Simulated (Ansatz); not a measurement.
The parent structure is SnO$_{2}$ in the rutile structure (space group P4_2/mnm, No. 136; a = 4.722 Å, c = 3.190 Å).

The change: an isotropic linear strain of +3.00 %; the atoms relax in the strained cell.

Level of theory: DFT with LDA, PAW potentials and a 420 eV plane-wave cutoff in Ansatz (an electronic-structure program), spin-orbit coupling left out.

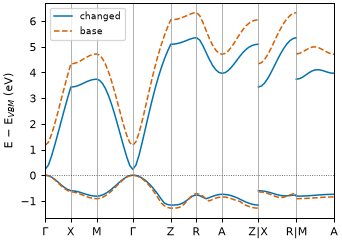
*Highest valence and lowest conduction band along the path, each from its own valence-band maximum*

Q: From the figure, how large is the changed gap, and is it direct?

A: About 0.2 eV, direct at Γ.

No phonon test of stability was made.
